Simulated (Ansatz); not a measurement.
# PH4+ (singlet): correlated methods under varied settings at a displaced geometry (v1)

Aim: run PH4+ (singlet) at one geometry under a spread of methods and options, and see what each costs and gives.

Method: the settings change from run to run; program: Ansatz 0.2.0, Gaussian basis.

10 further runs of the same task are left out: 4 that didn't finish, 6 set aside as unsound or not needed.

## (1) The geometry

The geometry is a PBE0/def2-TZVP stationary point (not a proven minimum) with its atoms shifted at random (size 0.040 Å).

5 atoms, charge 1, spin multiplicity 1.

Atoms are counted from 1 here; the program's logs count them from 0.

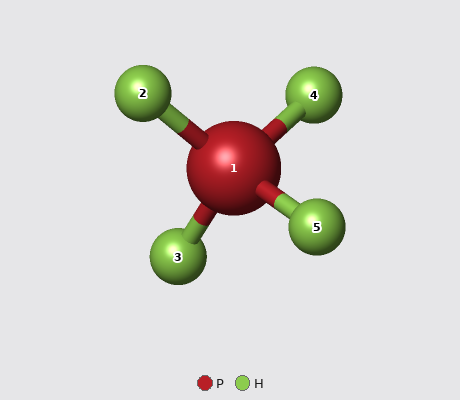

The geometry (phosphorus red, hydrogen green); atoms are numbered from 1 in the order of the file.

## (2) MP2 on UHF/STO-3G

in.yaml reads:

```yaml
crystal:
  periodic: [false, false, false]
  atoms:
    - {symbol: P, position_ang: [0.003092, -0.000113, 0.004732]}
    - {symbol: H, position_ang: [0.809432, 0.794028, 0.802080]}
    - {symbol: H, position_ang: [-0.760756, -0.763123, 0.759762]}
    - {symbol: H, position_ang: [-0.858877, 0.787259, -0.831836]}
    - {symbol: H, position_ang: [0.715190, -0.814703, -0.875414]}
basis:
  gaussian: {orbitals: STO-3G, fitting: {mean_field: def2-universal-jkfit}, point_charges: [{charge: 0.50, position_ang: [4.343, -0.070, 0.791]}]}
total_charge: 1
magnetization: {spin_polarized: true, initial_magnetization: 0}
correlation: {method: mp2, electrons: valence}
```

Launch:

```sh
> ansatz run in.yaml --threads 1 --pin off --events-out ev --progress --plain --max-ram 2393MiB
```

Standard output:

```text
Functional definition: HF
  name "HF"
  cite "Fock, Z. Phys. 61, 126 (1930) doi:10.1007/BF01340294"
  parent pbe
  exchange = exact_x
  correlation = 0
200 factors; integrals over basis functions are off by at most 8.1e-3 eV
mean field evaluation 1: about -9223.5522 eV, gradient 1.4e0 eV
mean field evaluation 2: about -9223.5656 eV, gradient 2.8e-1 eV
mean field evaluation 4: about -9223.5663 eV, gradient 3.0e-7 eV
mean field -9223.56631067 eV, -338.9598099594 hartree, gradient 3.0e-7 eV, S^2 0.000000; 0 other end points of the search recorded, 0 dependent functions left out
5 core orbitals not correlated: weight in the atoms' cores, before any rotation towards them, 1.000 or more for the frozen orbitals, at most 0.000 for the correlated occupied ones
reference -9223.56631067 eV, -338.9598099594 hartree; 4, 4 occupied and 4, 4 virtual orbitals, 200 factors
second order -1.28760375 eV of doubles, -0.00000000 eV of singles
Total energy: -9224.85391443 eV, -339.0071285246 hartree
```

Wall time 0.06 s (1 thread of Arm Neoverse V2, shared host).

From the report: ⟨S²⟩ of the determinant 0.000 (pure singlet: 0.00).

## (3) CCSDT(Q) on UHF/6-31G*

in.yaml, as its differences from that of step 2:

```diff
@@ -9,5 +9,6 @@
 basis:
-  gaussian: {orbitals: STO-3G, fitting: {mean_field: def2-universal-jkfit}, point_charges: [{charge: 0.50, position_ang: [4.343, -0.070, 0.791]}]}
+  gaussian: {orbitals: "6-31G*"}
 total_charge: 1
 magnetization: {spin_polarized: true, initial_magnetization: 0}
-correlation: {method: mp2, electrons: valence}
+hamiltonian: {pseudopotentials: {relativity: scalar}}
+correlation: {method: ccsdt_q, electrons: outside_noble_gas}
```

Same command.

Standard output, cut to the lines that bear on the results:

```text
Functional definition: HF
  name "HF"
  cite "Fock, Z. Phys. 61, 126 (1930) doi:10.1007/BF01340294"
  parent pbe
[...]
515 factors; integrals over basis functions are off by at most 8.8e-8 eV
[...]
mean field -9346.78340214 eV, -343.4879545513 hartree, gradient 1.0e-6 eV, S^2 0.000000; 0 other end points of the search recorded, 0 dependent functions left out
5 core orbitals not correlated: weight in the atoms' cores, before any rotation towards them, 1.000 or more for the frozen orbitals, at most 0.000 for the correlated occupied ones
reference -9346.78340214 eV, -343.4879545513 hartree; 4, 4 occupied and 18, 18 virtual orbitals, 515 factors
second order -2.70288055 eV of doubles, -0.00000000 eV of singles
cycle   1  -3.20261150 eV  change   -5.0e-1 eV  update   5.5e-2
[...]
cycle  10  -3.48832713 eV  change   -1.4e-7 eV  update   3.7e-7
perturbative correction -0.00135678 eV, -0.0000498608 hartree
Total energy: -9350.27308605 eV, -343.6161980695 hartree
Relativity: scalar
```

Run time: 1.1 s. Hardware: 1 thread of Arm Neoverse V2, shared host.

From the report: ⟨S²⟩ of the determinant 0.000 (pure singlet: 0.00); correlation -3.4897 eV; T1 0.011; largest double amplitude 0.05.

## (4) CASSCF(2,5)/6-31G

in.yaml, as its differences from that of step 3:

```diff
@@ -9,6 +9,4 @@
 basis:
-  gaussian: {orbitals: "6-31G*"}
+  gaussian: {orbitals: 6-31G}
 total_charge: 1
-magnetization: {spin_polarized: true, initial_magnetization: 0}
-hamiltonian: {pseudopotentials: {relativity: scalar}}
-correlation: {method: ccsdt_q, electrons: outside_noble_gas}
+correlation: {active_space: {window: {electrons: 2, orbitals: 5}}}
```

Same command.

Standard output:

```text
Functional definition: HF
  name "HF"
  cite "Fock, Z. Phys. 61, 126 (1930) doi:10.1007/BF01340294"
  parent pbe
  exchange = exact_x
  correlation = 0
268 factors; integrals over basis functions are off by at most 2.0e-4 eV
mean field evaluation 1: about -9324.7045 eV, gradient 1.0e1 eV
mean field evaluation 2: about -9324.7064 eV, gradient 1.0e1 eV
mean field evaluation 4: about -9325.1193 eV, gradient 4.6e-1 eV
mean field evaluation 8: about -9325.1205 eV, gradient 1.1e-6 eV
mean field -9325.12052808 eV, -342.6918586131 hartree, gradient 3.3e-6 eV, S^2 0.000000; 0 other end points of the search recorded, 0 dependent functions left out
reference -9325.12052808 eV, -342.6918586131 hartree; 9, 9 occupied and 12, 12 virtual orbitals, 268 factors
state -9325.64124790 eV, -342.7109947138 hartree
Total energy: -9325.64124790 eV, -342.7109947138 hartree
```

Run time: 0.3 s. Hardware: 1 thread of Arm Neoverse V2, shared host.

From the report: 25 determinants; active occupations 1.97, 0.03, 0.00, 0.00, 0.00.

## (5) CASSCF(6,3)/def2-mTZVP

in.yaml, as its differences from that of step 4:

```diff
@@ -9,4 +9,6 @@
 basis:
-  gaussian: {orbitals: 6-31G}
+  gaussian: {orbitals: def2-mTZVP, fitting: {mean_field: def2-universal-jkfit}}
 total_charge: 1
-correlation: {active_space: {window: {electrons: 2, orbitals: 5}}}
+correlation: {active_space: {window: {electrons: 6, orbitals: 3}}}
+accuracy: high
+scf: {lower_state_search: off}
```

Same command.

Standard output:

```text
Functional definition: HF
  name "HF"
  cite "Fock, Z. Phys. 61, 126 (1930) doi:10.1007/BF01340294"
  parent pbe
  exchange = exact_x
  correlation = 0
these checks for a lower state are left out or cut short: stability, starts, cluster_reference, orbital_swaps, neighbouring_geometries, increment
200 factors; integrals over basis functions are off by at most 7.1e-1 eV
mean field evaluation 1: about -9326.5486 eV, gradient 1.3e1 eV
mean field evaluation 2: about -9327.3509 eV, gradient 4.1e0 eV
mean field evaluation 4: about -9327.4371 eV, gradient 1.4e-1 eV
mean field -9327.43727822 eV, -342.7769976105 hartree, gradient 1.5e-8 eV, S^2 0.000000; 0 other end points of the search recorded, 0 dependent functions left out
reference -9327.43727822 eV, -342.7769976105 hartree; 9, 9 occupied and 25, 25 virtual orbitals, 200 factors
state -9327.43727822 eV, -342.7769976105 hartree
Total energy: -9327.43727822 eV, -342.7769976105 hartree
Checks for a lower state left out: stability, starts, cluster_reference, orbital_swaps, neighbouring_geometries, increment
```

Run time: 0.09 s. Hardware: 1 thread of Arm Neoverse V2, shared host.

From the report: 1 determinant; active occupations 2.00, 2.00, 2.00. With so small a space the active step adds no correlation: the energy is the mean field's.

## (6) CASSCF(2,3)/def2-mTZVP

in.yaml, as its differences from that of step 5:

```diff
@@ -9,6 +9,5 @@
 basis:
-  gaussian: {orbitals: def2-mTZVP, fitting: {mean_field: def2-universal-jkfit}}
+  gaussian: {orbitals: def2-mTZVP}
 total_charge: 1
-correlation: {active_space: {window: {electrons: 6, orbitals: 3}}}
-accuracy: high
+correlation: {active_space: {window: {electrons: 2, orbitals: 3}}}
 scf: {lower_state_search: off}
```

The command is unchanged.

Standard output:

```text
Functional definition: HF
  name "HF"
  cite "Fock, Z. Phys. 61, 126 (1930) doi:10.1007/BF01340294"
  parent pbe
  exchange = exact_x
  correlation = 0
these checks for a lower state are left out or cut short: stability, starts, cluster_reference, orbital_swaps, neighbouring_geometries, increment
321 factors; integrals over basis functions are off by at most 7.0e-4 eV
mean field evaluation 1: about -9326.5475 eV, gradient 1.3e1 eV
mean field evaluation 2: about -9326.5484 eV, gradient 1.3e1 eV
mean field evaluation 4: about -9327.4279 eV, gradient 1.2e0 eV
mean field evaluation 8: about -9327.4372 eV, gradient 2.2e-6 eV
mean field -9327.43722937 eV, -342.7769958155 hartree, gradient 1.4e-6 eV, S^2 0.000000; 0 other end points of the search recorded, 0 dependent functions left out
reference -9327.43722937 eV, -342.7769958155 hartree; 9, 9 occupied and 25, 25 virtual orbitals, 321 factors
state -9327.94975980 eV, -342.7958309611 hartree
Total energy: -9327.94975980 eV, -342.7958309611 hartree
Checks for a lower state left out: stability, starts, cluster_reference, orbital_swaps, neighbouring_geometries, increment
```

Run time: 0.18 s. Hardware: 1 thread of Arm Neoverse V2, shared host.

From the report: 9 determinants; active occupations 1.98, 0.02, 0.00.

## (7) CCSDT(Q) on RHF/def2-mTZVP

in.yaml, as its differences from that of step 6:

```diff
@@ -11,3 +11,4 @@
 total_charge: 1
-correlation: {active_space: {window: {electrons: 2, orbitals: 3}}}
-scf: {lower_state_search: off}
+magnetization: {spin_polarized: false}
+correlation: {method: ccsdt_q, electrons: valence}
+accuracy: high
```

Same command.

Standard output, cut to the lines that bear on the results:

```text
Functional definition: HF
  name "HF"
  cite "Fock, Z. Phys. 61, 126 (1930) doi:10.1007/BF01340294"
  parent pbe
[...]
674 factors; integrals over basis functions are off by at most 3.3e-9 eV
[...]
mean field -9327.43723554 eV, -342.7769960422 hartree, gradient 2.7e-8 eV, S^2 0.000000; 0 other end points of the search recorded, 0 dependent functions left out
5 core orbitals not correlated: weight in the atoms' cores, before any rotation towards them, 1.000 or more for the frozen orbitals, at most 0.000 for the correlated occupied ones
reference -9327.43723554 eV, -342.7769960422 hartree; 4, 4 occupied and 25, 25 virtual orbitals, 674 factors
second order -2.79809108 eV of doubles, -0.00000000 eV of singles
cycle   1  -3.28348112 eV  change   -4.9e-1 eV  update   5.7e-2
[...]
cycle  17  -3.58669976 eV  change   1.8e-10 eV  update  4.0e-10
perturbative correction -0.00083038 eV, -0.0000305159 hartree
Total energy: -9331.02476568 eV, -342.9088353431 hartree
```

It took 1.9 s on 1 thread of Arm Neoverse V2, shared host.

From the report: correlation -3.5875 eV; T1 0.011; largest double amplitude 0.05.

## (8) NEVPT2(4,7)/def2-SVP

in.yaml, as its differences from that of step 7:

```diff
@@ -9,6 +9,5 @@
 basis:
-  gaussian: {orbitals: def2-mTZVP}
+  gaussian: {orbitals: def2-SVP}
 total_charge: 1
-magnetization: {spin_polarized: false}
-correlation: {method: ccsdt_q, electrons: valence}
-accuracy: high
+correlation: {method: sc_nevpt2, electrons: outside_noble_gas, active_space: {window: {electrons: 4, orbitals: 7}, states: [{multiplicity: 1, weights: [0.5, 0.5, 1, 1]}, {multiplicity: 3, weights: [1]}]}}
+output: {forces: true}
```

The command is unchanged.

Standard output, cut to the lines that bear on the results:

```text
Functional definition: HF
  name "HF"
  cite "Fock, Z. Phys. 61, 126 (1930) doi:10.1007/BF01340294"
  parent pbe
[...]
642 factors; integrals over basis functions are off by at most 1.3e-7 eV
[...]
mean field -9324.66329451 eV, -342.6750555894 hartree, gradient 1.9e-6 eV, S^2 0.000000; 0 other end points of the search recorded, 0 dependent functions left out
reference -9324.66329451 eV, -342.6750555894 hartree; 9, 9 occupied and 29, 29 virtual orbitals, 642 factors
state -9325.27262073 eV, -342.6974479152 hartree
state -9313.04737102 eV, -342.2481782746 hartree
state -9312.90065366 eV, -342.2427865113 hartree
state -9312.18318727 eV, -342.2164201076 hartree
state -9325.27262073 eV, -342.6974479152 hartree; corrected -9328.35393738 eV, -342.8106842134 hartree
state -9313.04737102 eV, -342.2481782746 hartree; corrected -9316.11493262 eV, -342.3609090844 hartree
state -9312.90065366 eV, -342.2427865113 hartree; corrected -9316.02096858 eV, -342.3574559694 hartree
state -9312.18318727 eV, -342.2164201076 hartree; corrected -9315.42816324 eV, -342.3356707752 hartree
state -9315.36267251 eV, -342.3332640350 hartree
state -9315.36267251 eV, -342.3332640350 hartree; corrected -9318.32078347 eV, -342.4419726077 hartree
[...]
Total energy: -9318.00108757 eV, -342.4302240003 hartree
Atom 0 at     0.003092    -0.000113     0.004732 Å, force     2.126704    -0.541390     4.160503 eV/Å
Atom 1 at     0.809432     0.794028     0.802080 Å, force     0.979839     0.872610     0.574701 eV/Å
Atom 2 at    -0.760756    -0.763123     0.759762 Å, force    -1.728947    -1.329730     1.283619 eV/Å
Atom 3 at    -0.858877     0.787259    -0.831836 Å, force    -2.697254     2.243715    -3.414015 eV/Å
Atom 4 at     0.715190    -0.814703    -0.875414 Å, force     1.319658    -1.245205    -2.604808 eV/Å
Dipole moment:    -0.006513    -0.032023    -0.073594 e Å
```

It took 4.4 s on 1 thread of Arm Neoverse V2, shared host.

From the report: 441 determinants; active occupations (of the averaged states) 1.78, 1.29, 0.55, 0.21, 0.15, 0.02, 0.01.

## (9) CCSDTQ on RHF/STO-3G

in.yaml, as its differences from that of step 8:

```diff
@@ -9,5 +9,6 @@
 basis:
-  gaussian: {orbitals: def2-SVP}
+  gaussian: {orbitals: STO-3G}
 total_charge: 1
-correlation: {method: sc_nevpt2, electrons: outside_noble_gas, active_space: {window: {electrons: 4, orbitals: 7}, states: [{multiplicity: 1, weights: [0.5, 0.5, 1, 1]}, {multiplicity: 3, weights: [1]}]}}
+magnetization: {spin_polarized: false}
+correlation: {method: ccsdtq, electrons: outside_noble_gas}
 output: {forces: true}
```

Same command.

Standard output, cut to the lines that bear on the results:

```text
Functional definition: HF
  name "HF"
  cite "Fock, Z. Phys. 61, 126 (1930) doi:10.1007/BF01340294"
  parent pbe
[...]
201 factors; integrals over basis functions are off by at most 2.2e-8 eV
[...]
mean field -9225.18434392 eV, -339.0192715846 hartree, gradient 8.1e-7 eV, S^2 0.000000; 1 other end points of the search recorded, 0 dependent functions left out
5 core orbitals not correlated: weight in the atoms' cores, before any rotation towards them, 1.000 or more for the frozen orbitals, at most 0.000 for the correlated occupied ones
reference -9225.18434392 eV, -339.0192715846 hartree; 4, 4 occupied and 4, 4 virtual orbitals, 201 factors
second order -1.28877487 eV of doubles, -0.00000000 eV of singles
cycle   1  -1.70328381 eV  change   -4.1e-1 eV  update   5.2e-2
[...]
cycle  10  -1.94681206 eV  change    1.1e-7 eV  update   4.3e-8
[...]
Total energy: -9227.13115598 eV, -339.0908156081 hartree
Atom 0 at     0.003092    -0.000113     0.004732 Å, force     0.316372     1.897746    -2.807137 eV/Å
Atom 1 at     0.809432     0.794028     0.802080 Å, force     0.542363     0.433973     0.337740 eV/Å
Atom 2 at    -0.760756    -0.763123     0.759762 Å, force    -1.818754    -1.881094     1.934858 eV/Å
Atom 3 at    -0.858877     0.787259    -0.831836 Å, force     0.471452    -0.206951     0.597314 eV/Å
Atom 4 at     0.715190    -0.814703    -0.875414 Å, force     0.488567    -0.243673    -0.062775 eV/Å
Dipole moment:     0.012522     0.018670    -0.011183 e Å
```

Wall time 0.66 s (1 thread of Arm Neoverse V2, shared host).

From the report: correlation -1.9468 eV; T1 0.002; largest double amplitude 0.08.

## (10) CCSDT on RHF/cc-pVDZ

in.yaml, as its differences from that of step 9:

```diff
@@ -9,6 +9,6 @@
 basis:
-  gaussian: {orbitals: STO-3G}
+  gaussian: {orbitals: cc-pVDZ, point_charges: [{charge: -1.00, position_ang: [4.561, -0.531, 0.359]}]}
 total_charge: 1
 magnetization: {spin_polarized: false}
-correlation: {method: ccsdtq, electrons: outside_noble_gas}
+correlation: {method: ccsdt, electrons: outside_noble_gas, diis_vectors: 4}
 output: {forces: true}
```

Same command.

Standard output, cut to the lines that bear on the results:

```text
Functional definition: HF
  name "HF"
  cite "Fock, Z. Phys. 61, 126 (1930) doi:10.1007/BF01340294"
  parent pbe
[...]
698 factors; integrals over basis functions are off by at most 1.6e-7 eV
[...]
mean field -9330.67950988 eV, -342.8961474265 hartree, gradient 1.8e-6 eV, S^2 0.000000; 0 other end points of the search recorded, 0 dependent functions left out
5 core orbitals not correlated: weight in the atoms' cores, before any rotation towards them, 1.000 or more for the frozen orbitals, at most 0.000 for the correlated occupied ones
reference -9330.67950988 eV, -342.8961474265 hartree; 4, 4 occupied and 29, 29 virtual orbitals, 698 factors
second order -3.49732459 eV of doubles, -0.00000000 eV of singles
cycle   1  -4.09965408 eV  change   -6.0e-1 eV  update   5.6e-2
[...]
cycle  10  -4.40690286 eV  change   -1.7e-7 eV  update   7.6e-7
[...]
Total energy: -9335.08641275 eV, -343.0580981196 hartree
Atom 0 at     0.003092    -0.000113     0.004732 Å, force     0.863134     1.446058    -2.247018 eV/Å
Atom 1 at     0.809432     0.794028     0.802080 Å, force     0.502224     0.328587     0.224832 eV/Å
Atom 2 at    -0.760756    -0.763123     0.759762 Å, force    -1.529346    -1.494208     1.550057 eV/Å
Atom 3 at    -0.858877     0.787259    -0.831836 Å, force     0.382568    -0.198584     0.550278 eV/Å
Atom 4 at     0.715190    -0.814703    -0.875414 Å, force     0.473778    -0.167507    -0.025134 eV/Å
Dipole moment:     0.127170    -0.002575     0.010662 e Å
```

Wall time 3.9 s (1 thread of Arm Neoverse V2, shared host).

From the report: correlation -4.4069 eV; T1 0.010; largest double amplitude 0.05.

## (11) All runs side by side

```csv
level,correlated,functions,energy (eV),time
MP2 on UHF/STO-3G (beside a point charge),valence,13,-9224.8539,0.06 s
CCSDT(Q) on UHF/6-31G* (relativity set),outside noble gas,27,-9350.2731,1.1 s
"CASSCF(2,5)/6-31G",,21,-9325.6412,0.3 s
"CASSCF(6,3)/def2-mTZVP",,34,-9327.4373,0.09 s
"CASSCF(2,3)/def2-mTZVP",,34,-9327.9498,0.18 s
CCSDT(Q) on RHF/def2-mTZVP,valence,34,-9331.0248,1.9 s
"NEVPT2(4,7)/def2-SVP (mean of several states)",outside noble gas,38,-9318.0011,4.4 s
CCSDTQ on RHF/STO-3G,outside noble gas,13,-9227.1312,0.66 s
CCSDT on RHF/cc-pVDZ (beside a point charge),outside noble gas,38,-9335.0864,3.9 s
```

## (12) What came out

| quantity | value |
| --- | --- |
| runs | 9 |
| quickest | MP2 on UHF/STO-3G (beside a point charge), 0.06 s |
| slowest | NEVPT2(4,7)/def2-SVP (mean of several states), 4.4 s |

In words: Total energies in different bases, with other cores or another treatment of relativity can't be set against each other. NEVPT2(4,7)/def2-SVP (mean of several states) took 73 times as long as MP2 on UHF/STO-3G (beside a point charge); the jobs differ in more than the method.
